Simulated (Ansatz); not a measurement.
# AsS (quartet): wB97M-V, B2PLYP over vertical spin and charge gaps, def2-QZVPP

Aim: run AsS (quartet) with these functionals over vertical spin and charge gaps, and hold them against the top wave-function level at the same points.

Method: def2-QZVPP, all electrons in the functionals, frozen cores in the correlation of double hybrids and RPA; program: Ansatz 0.2.0, Gaussian basis.

Plan: wB97M-V, B2PLYP, at charge 0, quartet; charge 0, doublet; charge 0, sextet; charge 1, triplet; charge 1, quintet.

10 further runs of the same task are left out: 10 set aside as unsound or not needed.

## Step 1: What is computed

The geometry is a PBE0/def2-TZVP stationary point (not a proven minimum). No spin-orbit coupling is included. The filled d shell of As may be among the frozen orbitals whatever the setting's name suggests; the logs give the count.

2 atoms, charge 0, spin multiplicity 4.

Atoms are counted from 1 here; the program's logs count them from 0.

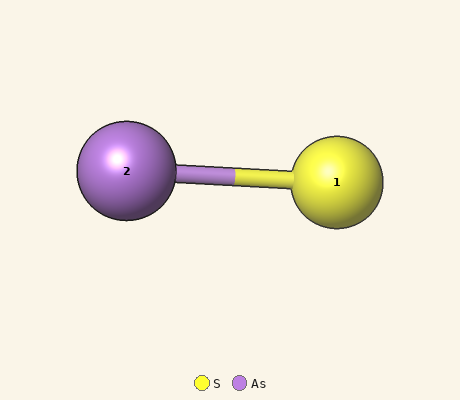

The structure; sulfur yellow, arsenic purple; atoms are numbered from 1 in the order of the file.

No dispersion term is added; wB97M-V holds VV10 nonlocal correlation.

The geometry shown and the zero of energy belong to the point charge 0, quartet. The yardstick, RCCSD(T), and other wave-function levels (R restricted, U unrestricted, valence and pair active spaces) come from earlier runs.

## Step 2: wB97M-V, charge 0, quartet

in.yaml reads:

```yaml
crystal:
  periodic: [false, false, false]
  atoms:
    - {symbol: S, position_ang: [0.000000, 0.000000, 0.000000]}
    - {symbol: As, position_ang: [0.000000, 0.000000, 2.261200]}
basis:
  gaussian: {orbitals: "def2-QZVPP.json"}
magnetization: {spin_polarized: true, initial_magnetization: 3}
hamiltonian: {xc: {name: wB97M-V}}
output: {orbitals: {seedname: orbitals}}
```

Command:

```sh
$ ansatz run in.yaml --threads 1 --pin off --events-out ev --progress --plain --max-ram 2393MiB
```

The program printed (excerpt; [...] marks lines left out):

```text
Functional definition: wB97M-V
  name "wB97M-V"
  cite "Mardirossian & Head-Gordon, J. Chem. Phys. 144, 214110 (2016) doi:10.1063/1.4952647"
  cite "Becke, J. Chem. Phys. 107, 8554 (1997) doi:10.1063/1.475007"
  cite "Vydrov & Van Voorhis, J. Chem. Phys. 133, 244103 (2010) doi:10.1063/1.3521275"
  # Of w^i u^j: cxij and so on, Table III.
[...]
  gx(w, u) = 1 - cx + cx01*u + cx10*w
  gss(w, u) = css00 + css04*u^4 + css10*w + css20*w^2 + css43*w^4*u^3
  gos(w, u) = cos00 + cos10*w + (cos20 + cos21*u)*w^2 + (cos60 + cos61*u)*w^6
[...]
      + integral(e_c_pw_mod_opposite_spin*gos(b97_w_opposite, b97_u_opposite)) + vv10(b, c)
863 factors; their error is unknown
132 factors; integrals over basis functions are off by at most 1.0e-4 eV
[...]
mean field -71672.48160793 eV, -2633.9151177384 hartree, gradient 4.9e-5 eV, S^2 3.757185; 1 other end points of the search recorded, 0 dependent functions left out
reference -71672.48164037 eV, -2633.9151189308 hartree; 26, 23 occupied and 133, 136 virtual orbitals, 863 factors
Total energy: -71672.48164037 eV, -2633.9151189308 hartree
```

It took 22 s on 1 thread of Arm Neoverse V1, shared host; peak memory 0.46 GiB.

From the report: ⟨S²⟩ of the determinant 3.757 (pure quartet: 3.75).

## Step 3: wB97M-V, charge 0, doublet

in.yaml, as its differences from that of step 2:

```diff
@@ -7,3 +7,3 @@
   gaussian: {orbitals: "def2-QZVPP.json"}
-magnetization: {spin_polarized: true, initial_magnetization: 3}
+magnetization: {spin_polarized: true, initial_magnetization: 1}
 hamiltonian: {xc: {name: wB97M-V}}
```

Same command.

The program printed (excerpt; [...] marks lines left out):

```text
Functional definition: wB97M-V
  name "wB97M-V"
  cite "Mardirossian & Head-Gordon, J. Chem. Phys. 144, 214110 (2016) doi:10.1063/1.4952647"
  cite "Becke, J. Chem. Phys. 107, 8554 (1997) doi:10.1063/1.475007"
  cite "Vydrov & Van Voorhis, J. Chem. Phys. 133, 244103 (2010) doi:10.1063/1.3521275"
  # Of w^i u^j: cxij and so on, Table III.
[...]
  gx(w, u) = 1 - cx + cx01*u + cx10*w
  gss(w, u) = css00 + css04*u^4 + css10*w + css20*w^2 + css43*w^4*u^3
  gos(w, u) = cos00 + cos10*w + (cos20 + cos21*u)*w^2 + (cos60 + cos61*u)*w^6
[...]
      + integral(e_c_pw_mod_opposite_spin*gos(b97_w_opposite, b97_u_opposite)) + vv10(b, c)
863 factors; their error is unknown
132 factors; integrals over basis functions are off by at most 1.0e-4 eV
[...]
mean field -71673.61504559 eV, -2633.9567708044 hartree, gradient 1.7e-5 eV, S^2 0.909075; 2 other end points of the search recorded, 0 dependent functions left out
reference -71673.61507829 eV, -2633.9567720061 hartree; 25, 24 occupied and 134, 135 virtual orbitals, 863 factors
Total energy: -71673.61507829 eV, -2633.9567720061 hartree
```

It took 55 s on 1 thread of Arm Neoverse V1, shared host; peak memory 0.66 GiB.

From the report: ⟨S²⟩ of the determinant 0.909 (pure doublet: 0.75).

From charge 0, quartet: -26.1 kcal/mol.

## Step 4: wB97M-V, charge 0, sextet

in.yaml, as its differences from that of step 3:

```diff
@@ -7,3 +7,3 @@
   gaussian: {orbitals: "def2-QZVPP.json"}
-magnetization: {spin_polarized: true, initial_magnetization: 1}
+magnetization: {spin_polarized: true, initial_magnetization: 5}
 hamiltonian: {xc: {name: wB97M-V}}
```

The command is unchanged.

The program printed (excerpt; [...] marks lines left out):

```text
Functional definition: wB97M-V
  name "wB97M-V"
  cite "Mardirossian & Head-Gordon, J. Chem. Phys. 144, 214110 (2016) doi:10.1063/1.4952647"
  cite "Becke, J. Chem. Phys. 107, 8554 (1997) doi:10.1063/1.475007"
  cite "Vydrov & Van Voorhis, J. Chem. Phys. 133, 244103 (2010) doi:10.1063/1.3521275"
  # Of w^i u^j: cxij and so on, Table III.
[...]
  gx(w, u) = 1 - cx + cx01*u + cx10*w
  gss(w, u) = css00 + css04*u^4 + css10*w + css20*w^2 + css43*w^4*u^3
  gos(w, u) = cos00 + cos10*w + (cos20 + cos21*u)*w^2 + (cos60 + cos61*u)*w^6
[...]
      + integral(e_c_pw_mod_opposite_spin*gos(b97_w_opposite, b97_u_opposite)) + vv10(b, c)
863 factors; their error is unknown
132 factors; integrals over basis functions are off by at most 1.0e-4 eV
[...]
mean field -71667.70495959 eV, -2633.7395791496 hartree, gradient 1.1e-5 eV, S^2 8.752564; 1 other end points of the search recorded, 0 dependent functions left out
reference -71667.70498957 eV, -2633.7395802516 hartree; 27, 22 occupied and 132, 137 virtual orbitals, 863 factors
Total energy: -71667.70498957 eV, -2633.7395802516 hartree
```

Wall time 54 s (1 thread of Arm Neoverse V1, shared host); peak memory 0.66 GiB.

From the report: ⟨S²⟩ of the determinant 8.753 (pure sextet: 8.75).

From charge 0, quartet: +110.2 kcal/mol.

## Step 5: wB97M-V, charge 1, triplet

in.yaml, as its differences from that of step 4:

```diff
@@ -7,3 +7,4 @@
   gaussian: {orbitals: "def2-QZVPP.json"}
-magnetization: {spin_polarized: true, initial_magnetization: 5}
+total_charge: 1
+magnetization: {spin_polarized: true, initial_magnetization: 2}
 hamiltonian: {xc: {name: wB97M-V}}
```

Same command.

The program printed (excerpt; [...] marks lines left out):

```text
Functional definition: wB97M-V
  name "wB97M-V"
  cite "Mardirossian & Head-Gordon, J. Chem. Phys. 144, 214110 (2016) doi:10.1063/1.4952647"
  cite "Becke, J. Chem. Phys. 107, 8554 (1997) doi:10.1063/1.475007"
  cite "Vydrov & Van Voorhis, J. Chem. Phys. 133, 244103 (2010) doi:10.1063/1.3521275"
  # Of w^i u^j: cxij and so on, Table III.
[...]
  gx(w, u) = 1 - cx + cx01*u + cx10*w
  gss(w, u) = css00 + css04*u^4 + css10*w + css20*w^2 + css43*w^4*u^3
  gos(w, u) = cos00 + cos10*w + (cos20 + cos21*u)*w^2 + (cos60 + cos61*u)*w^6
[...]
      + integral(e_c_pw_mod_opposite_spin*gos(b97_w_opposite, b97_u_opposite)) + vv10(b, c)
863 factors; their error is unknown
132 factors; integrals over basis functions are off by at most 1.0e-4 eV
[...]
mean field -71663.90483607 eV, -2633.5999271863 hartree, gradient 1.1e-5 eV, S^2 2.007274; 6 other end points of the search recorded, 0 dependent functions left out
reference -71663.90487374 eV, -2633.5999285707 hartree; 25, 23 occupied and 134, 136 virtual orbitals, 863 factors
Total energy: -71663.90487374 eV, -2633.5999285707 hartree
```

Run time: 78 s. Hardware: 1 thread of Arm Neoverse V1, shared host; peak memory 0.64 GiB.

From the report: ⟨S²⟩ of the determinant 2.007 (pure triplet: 2.00).

From charge 0, quartet: +197.8 kcal/mol.

## Step 6: wB97M-V, charge 1, quintet

in.yaml, as its differences from that of step 5:

```diff
@@ -8,3 +8,3 @@
 total_charge: 1
-magnetization: {spin_polarized: true, initial_magnetization: 2}
+magnetization: {spin_polarized: true, initial_magnetization: 4}
 hamiltonian: {xc: {name: wB97M-V}}
```

Same command.

The program printed (excerpt; [...] marks lines left out):

```text
Functional definition: wB97M-V
  name "wB97M-V"
  cite "Mardirossian & Head-Gordon, J. Chem. Phys. 144, 214110 (2016) doi:10.1063/1.4952647"
  cite "Becke, J. Chem. Phys. 107, 8554 (1997) doi:10.1063/1.475007"
  cite "Vydrov & Van Voorhis, J. Chem. Phys. 133, 244103 (2010) doi:10.1063/1.3521275"
  # Of w^i u^j: cxij and so on, Table III.
[...]
  gx(w, u) = 1 - cx + cx01*u + cx10*w
  gss(w, u) = css00 + css04*u^4 + css10*w + css20*w^2 + css43*w^4*u^3
  gos(w, u) = cos00 + cos10*w + (cos20 + cos21*u)*w^2 + (cos60 + cos61*u)*w^6
[...]
      + integral(e_c_pw_mod_opposite_spin*gos(b97_w_opposite, b97_u_opposite)) + vv10(b, c)
863 factors; their error is unknown
132 factors; integrals over basis functions are off by at most 1.0e-4 eV
[...]
mean field -71662.32434093 eV, -2633.5418450611 hartree, gradient 3.9e-5 eV, S^2 6.007869; 1 other end points of the search recorded, 0 dependent functions left out
reference -71662.32437814 eV, -2633.5418464285 hartree; 26, 22 occupied and 133, 137 virtual orbitals, 863 factors
Total energy: -71662.32437814 eV, -2633.5418464285 hartree
```

Wall time 28 s (1 thread of Arm Neoverse V1, shared host); peak memory 0.47 GiB.

From the report: ⟨S²⟩ of the determinant 6.008 (pure quintet: 6.00).

From charge 0, quartet: +234.2 kcal/mol.

## Step 7: B2PLYP, charge 0, quartet

in.yaml reads:

```yaml
crystal:
  periodic: [false, false, false]
  atoms:
    - {symbol: S, position_ang: [0.000000, 0.000000, 0.000000]}
    - {symbol: As, position_ang: [0.000000, 0.000000, 2.261200]}
basis:
  gaussian: {orbitals: "def2-QZVPP.json"}
magnetization: {spin_polarized: true, initial_magnetization: 3}
hamiltonian: {xc: {name: B2PLYP}}
correlation: {electrons: outside_noble_gas}
```

The command is unchanged.

The program printed (excerpt; [...] marks lines left out):

```text
Functional definition: B2PLYP
  name "B2PLYP"
  cite "Grimme, J. Chem. Phys. 124, 034108 (2006) doi:10.1063/1.2148954"
  cite "Becke, Phys. Rev. A 38, 3098 (1988) doi:10.1103/PhysRevA.38.3098"
  cite "Lee, Yang & Parr, Phys. Rev. B 37, 785 (1988) doi:10.1103/PhysRevB.37.785"
[...]
1011 factors; integrals over basis functions are off by at most 6.0e-4 eV
[...]
mean field -71659.73469065 eV, -2633.4466771688 hartree, gradient 4.0e-6 eV, S^2 3.765897; 2 other end points of the search recorded, 0 dependent functions left out
19 core orbitals not correlated: weight in the atoms' cores, before any rotation towards them, 1.000 or more for the frozen orbitals, at most 0.000 for the correlated occupied ones
reference -71659.73480208 eV, -2633.4466812635 hartree; 7, 4 occupied and 133, 136 virtual orbitals, 1011 factors
second order -8.44055618 eV of doubles, -0.00000000 eV of singles
Total energy: -71662.01375224 eV, -2633.5304311374 hartree
```

It took 14 s on 1 thread of Arm Neoverse V1, shared host; peak memory 0.38 GiB.

From the report: ⟨S²⟩ of the determinant 3.766 (pure quartet: 3.75).

## Step 8: B2PLYP, charge 0, doublet

in.yaml, as its differences from that of step 7:

```diff
@@ -7,3 +7,3 @@
   gaussian: {orbitals: "def2-QZVPP.json"}
-magnetization: {spin_polarized: true, initial_magnetization: 3}
+magnetization: {spin_polarized: true, initial_magnetization: 1}
 hamiltonian: {xc: {name: B2PLYP}}
```

Same command.

The program printed (excerpt; [...] marks lines left out):

```text
Functional definition: B2PLYP
  name "B2PLYP"
  cite "Grimme, J. Chem. Phys. 124, 034108 (2006) doi:10.1063/1.2148954"
  cite "Becke, Phys. Rev. A 38, 3098 (1988) doi:10.1103/PhysRevA.38.3098"
  cite "Lee, Yang & Parr, Phys. Rev. B 37, 785 (1988) doi:10.1103/PhysRevB.37.785"
[...]
1011 factors; integrals over basis functions are off by at most 6.0e-4 eV
[...]
mean field -71660.58851194 eV, -2633.4780545225 hartree, gradient 1.8e-6 eV, S^2 1.264025; 5 other end points of the search recorded, 0 dependent functions left out
19 core orbitals not correlated: weight in the atoms' cores, before any rotation towards them, 1.000 or more for the frozen orbitals, at most 0.000 for the correlated occupied ones
reference -71660.58862296 eV, -2633.4780586021 hartree; 6, 5 occupied and 134, 135 virtual orbitals, 1011 factors
second order -9.61522610 eV of doubles, -0.00000000 eV of singles
Total energy: -71663.18473400 eV, -2633.5734639234 hartree
```

Wall time 36 s (1 thread of Arm Neoverse V1, shared host); peak memory 0.41 GiB.

From the report: ⟨S²⟩ of the determinant 1.264 (pure doublet: 0.75). The determinant is far from a pure spin state, so its energy mixes those of several spin states (harmless only where they are near-degenerate, as at dissociation).

From charge 0, quartet: -27.0 kcal/mol.

## Step 9: B2PLYP, charge 0, sextet

in.yaml, as its differences from that of step 8:

```diff
@@ -7,3 +7,3 @@
   gaussian: {orbitals: "def2-QZVPP.json"}
-magnetization: {spin_polarized: true, initial_magnetization: 1}
+magnetization: {spin_polarized: true, initial_magnetization: 5}
 hamiltonian: {xc: {name: B2PLYP}}
```

Launched as before.

The program printed (excerpt; [...] marks lines left out):

```text
Functional definition: B2PLYP
  name "B2PLYP"
  cite "Grimme, J. Chem. Phys. 124, 034108 (2006) doi:10.1063/1.2148954"
  cite "Becke, Phys. Rev. A 38, 3098 (1988) doi:10.1103/PhysRevA.38.3098"
  cite "Lee, Yang & Parr, Phys. Rev. B 37, 785 (1988) doi:10.1103/PhysRevB.37.785"
[...]
1011 factors; integrals over basis functions are off by at most 6.0e-4 eV
[...]
mean field -71655.22256890 eV, -2633.2808597527 hartree, gradient 7.2e-6 eV, S^2 8.755908; 4 other end points of the search recorded, 0 dependent functions left out
19 core orbitals not correlated: weight in the atoms' cores, before any rotation towards them, 1.000 or more for the frozen orbitals, at most 0.000 for the correlated occupied ones
reference -71655.22268083 eV, -2633.2808638663 hartree; 8, 3 occupied and 132, 137 virtual orbitals, 1011 factors
second order -7.59804815 eV of doubles, -0.00000000 eV of singles
Total energy: -71657.27415383 eV, -2633.3562541085 hartree
```

Run time: 23 s. Hardware: 1 thread of Arm Neoverse V1, shared host; peak memory 0.42 GiB.

From the report: ⟨S²⟩ of the determinant 8.756 (pure sextet: 8.75).

From charge 0, quartet: +109.3 kcal/mol.

## Step 10: B2PLYP, charge 1, triplet

in.yaml, as its differences from that of step 9:

```diff
@@ -7,3 +7,4 @@
   gaussian: {orbitals: "def2-QZVPP.json"}
-magnetization: {spin_polarized: true, initial_magnetization: 5}
+total_charge: 1
+magnetization: {spin_polarized: true, initial_magnetization: 2}
 hamiltonian: {xc: {name: B2PLYP}}
```

Launched as before.

The program printed (excerpt; [...] marks lines left out):

```text
Functional definition: B2PLYP
  name "B2PLYP"
  cite "Grimme, J. Chem. Phys. 124, 034108 (2006) doi:10.1063/1.2148954"
  cite "Becke, Phys. Rev. A 38, 3098 (1988) doi:10.1103/PhysRevA.38.3098"
  cite "Lee, Yang & Parr, Phys. Rev. B 37, 785 (1988) doi:10.1103/PhysRevB.37.785"
[...]
1011 factors; integrals over basis functions are off by at most 6.0e-4 eV
[...]
mean field -71651.23696144 eV, -2633.1343913803 hartree, gradient 2.9e-6 eV, S^2 2.024389; 6 other end points of the search recorded, 0 dependent functions left out
19 core orbitals not correlated: weight in the atoms' cores, before any rotation towards them, 1.000 or more for the frozen orbitals, at most 0.000 for the correlated occupied ones
reference -71651.23708212 eV, -2633.1343958151 hartree; 6, 4 occupied and 134, 136 virtual orbitals, 1011 factors
second order -8.57086882 eV of doubles, -0.00000000 eV of singles
Total energy: -71653.55121670 eV, -2633.2194386924 hartree
```

It took 37 s on 1 thread of Arm Neoverse V1, shared host; peak memory 0.41 GiB.

From the report: ⟨S²⟩ of the determinant 2.024 (pure triplet: 2.00).

From charge 0, quartet: +195.2 kcal/mol.

## Step 11: B2PLYP, charge 1, quintet

in.yaml, as its differences from that of step 10:

```diff
@@ -8,3 +8,3 @@
 total_charge: 1
-magnetization: {spin_polarized: true, initial_magnetization: 2}
+magnetization: {spin_polarized: true, initial_magnetization: 4}
 hamiltonian: {xc: {name: B2PLYP}}
```

The command is unchanged.

The program printed (excerpt; [...] marks lines left out):

```text
Functional definition: B2PLYP
  name "B2PLYP"
  cite "Grimme, J. Chem. Phys. 124, 034108 (2006) doi:10.1063/1.2148954"
  cite "Becke, Phys. Rev. A 38, 3098 (1988) doi:10.1103/PhysRevA.38.3098"
  cite "Lee, Yang & Parr, Phys. Rev. B 37, 785 (1988) doi:10.1103/PhysRevB.37.785"
[...]
1011 factors; integrals over basis functions are off by at most 6.0e-4 eV
[...]
mean field -71650.01441934 eV, -2633.0894637866 hartree, gradient 2.7e-6 eV, S^2 6.017558; 4 other end points of the search recorded, 0 dependent functions left out
19 core orbitals not correlated: weight in the atoms' cores, before any rotation towards them, 1.000 or more for the frozen orbitals, at most 0.000 for the correlated occupied ones
reference -71650.01454422 eV, -2633.0894683760 hartree; 7, 3 occupied and 133, 137 virtual orbitals, 1011 factors
second order -6.82163365 eV of doubles, -0.00000000 eV of singles
Total energy: -71651.85638531 eV, -2633.1571547875 hartree
```

Wall time 16 s (1 thread of Arm Neoverse V1, shared host); peak memory 0.39 GiB.

From the report: ⟨S²⟩ of the determinant 6.018 (pure quintet: 6.00).

From charge 0, quartet: +234.2 kcal/mol.

## Step 12: Against the wave-function levels

No level is safe as a reference over these points; RCCSD(T) serves as a yardstick only. It comes from earlier runs at the same points. Energies in kcal/mol, counted from charge 0, quartet; blanks weren't run or aren't comparable.

```
   level  quartet to doublet  quartet to sextet  ionisation to the triplet cation  ionisation to the quintet cation
RCCSD(T)               -32.8              106.8                             196.0                             233.7
 wB97M-V               -26.1              110.2                             197.8                             234.2
  B2PLYP               -27.0              109.3                             195.2                             234.2
```

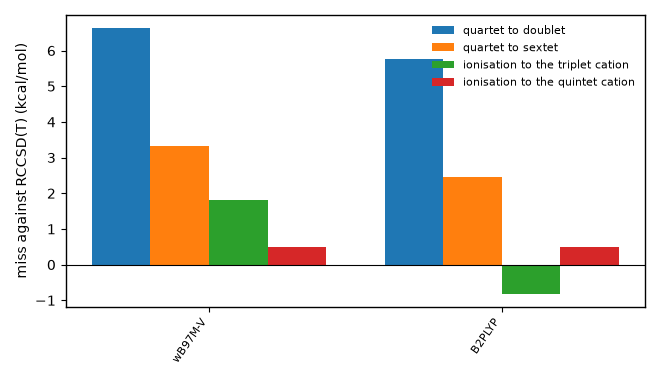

Misses of the gaps against RCCSD(T).

Largest miss and mean time a point (RCCSD(T) took 2.8 min a point; shared hosts):

```
  level  largest miss (kcal/mol)               where  time a point
wB97M-V                     +6.6  quartet to doublet          47 s
 B2PLYP                     +5.8  quartet to doublet          25 s
```

## Step 13: What came out

| quantity | value |
| --- | --- |
| quartet to doublet, RCCSD(T) | -32.8 kcal/mol |
| quartet to sextet, RCCSD(T) | 106.8 kcal/mol |
| ionisation to the triplet cation, RCCSD(T) | 196.0 kcal/mol |
| ionisation to the quintet cation, RCCSD(T) | 233.7 kcal/mol |
| largest miss, wB97M-V | +6.6 kcal/mol (quartet to doublet) |
| largest miss, B2PLYP | +5.8 kcal/mol (quartet to doublet) |

In words: Of the functionals, B2PLYP keep the smallest largest miss at the points compared (at most 5.8 kcal/mol) and wB97M-V strays most (6.6 kcal/mol, at quartet to doublet). B2PLYP clearly breaks the spin symmetry at some points (⟨S²⟩ up to 0.51 above the pure value), so energy there is bought with a mixed spin. Functionals and the yardstick converge differently with the basis, so part of each miss in def2-QZVPP is the basis. The yardstick itself may be off where one determinant is a poor start.
